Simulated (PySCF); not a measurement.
System: C5H9ClO (SMILES CCCCC(=O)Cl).

```
atom    x (Å)    y (Å)    z (Å)
   C  -1.4150   0.7288   0.6453
   C  -0.0404   1.0775   1.1924
   C   1.0857   0.7739   0.2137
   C   2.4518   1.1406   0.7653
   C   3.5768   0.8550  -0.1835
   O   3.5070   0.3840  -1.2656
  Cl   5.1682   1.3228   0.5099
   H  -2.2092   0.9612   1.3703
   H  -1.4881  -0.3433   0.4026
   H  -1.6311   1.2901  -0.2778
   H   0.1361   0.5260   2.1329
   H  -0.0085   2.1477   1.4636
   H   1.0768  -0.2965  -0.0515
   H   0.9191   1.3151  -0.7327
   H   2.6763   0.6024   1.7025
   H   2.5169   2.2096   1.0319
```

Geometry: PBE0-D3(BJ)/def2-SVP.

Level of theory: CAM-B3LYP/def2-SVPD, SCF density, gas phase (PySCF 2.14.0).

### What can the converged electron density and electron localisation function tell about the bonding?

C–O (1.18 Å): ρ is about 3.6 e/Å³ halfway; the ELF peaks at about 0.90 between the atoms; a multiple bond.
C–C (1.50 Å): ρ is about 1.8 e/Å³ halfway; the ELF peaks at about 0.95 between the atoms: a shared electron pair.
C–Cl (1.80 Å): ρ at the midpoint is about 1.3 e/Å³; the ELF peaks at about 0.90 between the atoms, as expected for a covalent bond.
C–H (1.10 Å): ρ at the midpoint is about 1.9 e/Å³; the ELF climbs to about 1 towards the hydrogen, as it does in any bond to H: a covalent bond by its length.

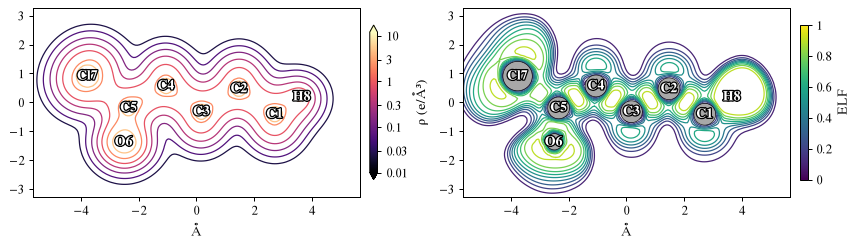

Computed electron density and electron localisation function on the plane of atoms C4, C5 and Cl7, in this order. Grey discs cover the atomic cores in the ELF map. 
